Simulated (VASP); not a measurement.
Band structure of FeCo (space group Pm-3m). Level of theory: PBE GGA, VASP's PBE PAW potentials (set 64) (plane waves; VASP).

The run has a spin-polarised start.

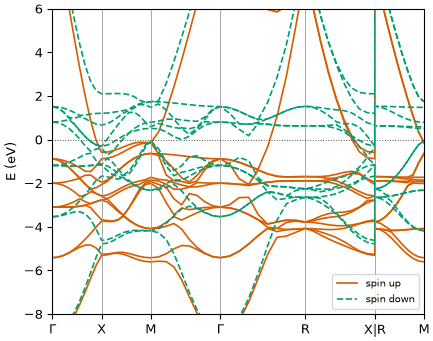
*Bands along high-symmetry lines, zero at the valence-band maximum or, without a gap, the Fermi level*

Problem. Read the plot: is there a gap, and where are the band edges?

Solution. It has no gap at this level: it comes out as a metal or semimetal.

The structure comes from a computed database's FeCo entry (Pm-3m); how it stands against other phases isn't given here. The cell was not relaxed at this level.
